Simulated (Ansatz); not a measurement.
**FO: composite energy at a relaxed geometry**

Wanted for FO: a composite energy at a relaxed geometry.

Program: Ansatz 0.2.0, driven from Python. The levels of theory stand in the script. These are calculated values, not measurements.

## Step 1: Starting point

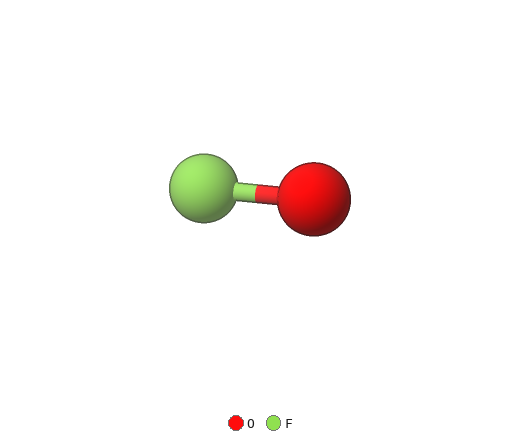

The starting structure, viewed from a chosen angle; oxygen red, fluorine green.

The script holds or builds the structure itself.

## Step 2: Script

fo_composite.py reads:

```python
"""Relax FO cheaply, then refine its energy."""

import itertools

import ansatz as az
from ase.data import atomic_numbers, covalent_radii
import numpy as np

geometry_ang = [
    ("O", (0.0, 0.0, 0.0)),
    ("F", (0.0, 0.0, 1.215)),
]
geometry = az.Crystal.molecule()
for symbol, xyz in geometry_ang:
    geometry = geometry.atom(symbol, xyz)

calculation = (
    geometry.calculation()
    .basis(gaussian="def2-SVP")
    .functional("pbe0", dispersion="d4")
    .spin("collinear", total=1)
    .scf(lower_state_search="light")
)
symbols = [site.symbol for site in geometry.cartesian_sites]
start = np.array([site.position_ang for site in geometry.cartesian_sites], dtype=float)
rep = calculation.relax(force_tolerance=0.01).run(threads=1, backend="cpu").report
end = np.array(rep["positions_ang"])
# pairs closer than 1.2 times the sum of covalent radii, before or after
radius = [covalent_radii[atomic_numbers[s]] for s in symbols]
span = lambda where, i, j: np.linalg.norm(where[i] - where[j])
bonded = [(i, j) for i, j in itertools.combinations(range(len(symbols)), 2) if min(span(start, i, j), span(end, i, j)) < 1.2 * (radius[i] + radius[j])]
print("pair        before    after (A)")
for i, j in bonded:
    print(f"{symbols[i]}{i}-{symbols[j]}{j}".ljust(10), f"{span(start, i, j):8.4f} {span(end, i, j):8.4f}")

minimum = az.Crystal.molecule()
for symbol, place in zip(symbols, end):
    minimum = minimum.atom(symbol, place.tolist())
at_minimum = minimum.calculation().spin("collinear", total=1)
# MP2 extrapolated to the basis limit, plus the small-basis difference CCSD(T) - MP2
level = lambda method, basis: at_minimum.basis(gaussian=basis).correlation(method).run(threads=1, backend="cpu").report
small, large, cluster = level("mp2", "cc-pVDZ"), level("mp2", "cc-pVTZ"), level("ccsd_t", "cc-pVDZ")
corr = lambda each: (each["free_energy_ev"] - each["reference_energy_ev"]) / 27.211386246
mp2_limit = (27 * corr(large) - 8 * corr(small)) / 19
pieces = {"HF / cc-pVTZ": large["reference_energy_ev"] / 27.211386246, "MP2 correlation, DZ-TZ limit": mp2_limit, "CCSD(T) - MP2 / cc-pVDZ": corr(cluster) - corr(small)}
for name, value in pieces.items():
    print(f"{name:32s} {value:14.6f} Ha")
print(f"{'sum':32s} {sum(pieces.values()):14.6f} Ha")
print("T1 diagnostic", round(cluster["correlation"]["coupled_cluster"]["t1_diagnostic"], 4))
```

## Step 3: Launch

On the command line:

```sh
$ python fo_composite.py
```

Output:

```text
pair        before    after (A)
O0-F1        1.2150   1.3237
HF / cc-pVTZ                        -174.193454 Ha
MP2 correlation, DZ-TZ limit          -0.492470 Ha
CCSD(T) - MP2 / cc-pVDZ               -0.024718 Ha
sum                                 -174.710641 Ha
T1 diagnostic 0.0282
```

Wall time 3.2 s (1 thread of AMD EPYC 9B14 (Zen 4), shared host); peak memory 0.18 GiB.

## Step 4: The relaxation of run 0, step by step

Step by step:

| step | energy from step 1 (eV) | largest force component (eV/Å) |
| --- | --- | --- |
| 1 | 0.0000 | 6.9041 |
| 2 | -0.2936 | 1.9926 |
| 3 | -0.3296 | 0.4201 |
| 4 | -0.3316 | 0.0136 |
| 5 | -0.3316 | 0.0002 |

Step 1 is the start.

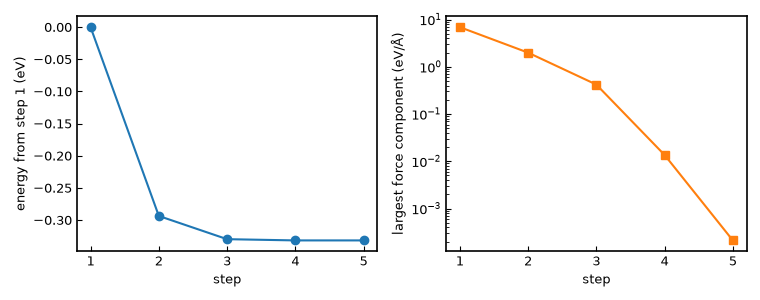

Energy and largest force along the relaxation.

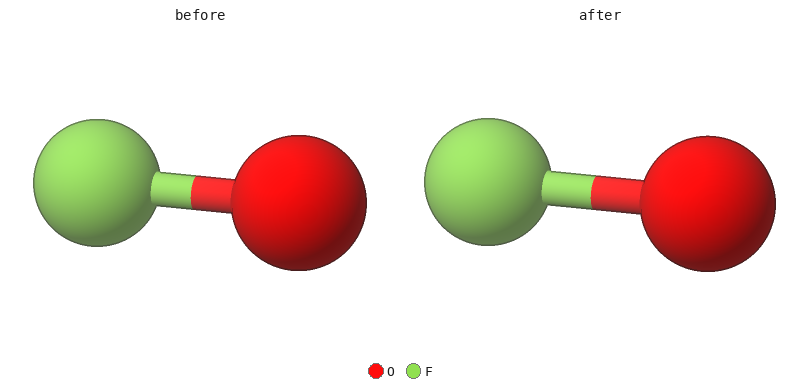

Before and after, at one scale.

Before: Bond lengths: O1–F2 1.215 Å.

After: Bond lengths: O1–F2 1.324 Å.

Run 0 is this relaxation; the runs after it count from 1.

## Step 5: The runs side by side

One row for each of the 3 runs:

| run | basis | method | energy (eV) | <S²> | iterations in all | CPU time (s) |
| --- | --- | --- | --- | --- | --- | --- |
| 1 | cc-pVDZ | mp2 | -4747.6225 | 0.76 | 35 | 0.11 |
| 2 | cc-pVTZ | mp2 | -4752.1904 | 0.76 | 26 | 0.27 |
| 3 | cc-pVDZ | ccsd_t | -4748.2951 | 0.76 | 78 | 0.47 |

## Step 6: Summary of results

```
        quantity           value
   T1 diagnostic          0.0282
composite energy  -174.710641 Ha
   runs compared               3
```

**Reading.** All 3 runs converged (26 to 78 cycles). A T1 diagnostic under about 0.02 supports a single-reference treatment; this one lies above (open shells tolerate somewhat more). Run 0: The relaxation took 4 moves; the largest shift is 0.054 Å. Reading the output:
- The sum leaves out core correlation, relativity, the Hartree-Fock basis error and zero-point energy; a DZ-TZ extrapolation is rough.
- The run takes the species as open-shell (spin multiplicity 2), which needn't be its ground state.
- Inner cores stay frozen, so this is valence correlation.
- The spin state was assumed, and another may lie lower.
- An extrapolation from small basis sets is rough.
